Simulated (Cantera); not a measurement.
A closed system holds: 1 mol Si3N4, 0.49 mol N2O, 110 mol H2, equilibrated at 10000 Pa.

Equilibrium computed with Cantera from the NASA thermochemical tables; the gas is ideal and each condensed phase is pure. Candidate condensed phases: H2O, Si, SiO2, Si2N2O, Si3N4; 35 gas species. Mutual solubility and eutectic melting of coexisting phases are not modelled. Gases not in the tables: Si2H6 and higher silanes. The numbers say what is thermodynamically allowed, not how fast it happens.

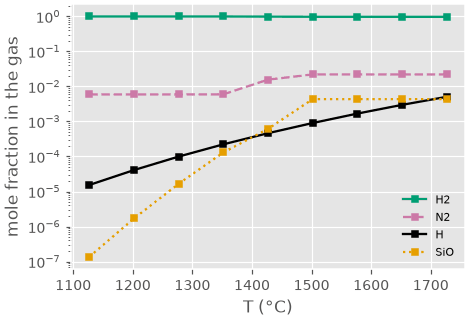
*Equilibrium gas composition (values under 1e-9 drawn at 1e-9)*

Q: Read off the mole fractions at 1202 °C.

A: H2 about 0.99, N2 about 0.0059, H about 4.1e-5, SiO about 1.7e-6.
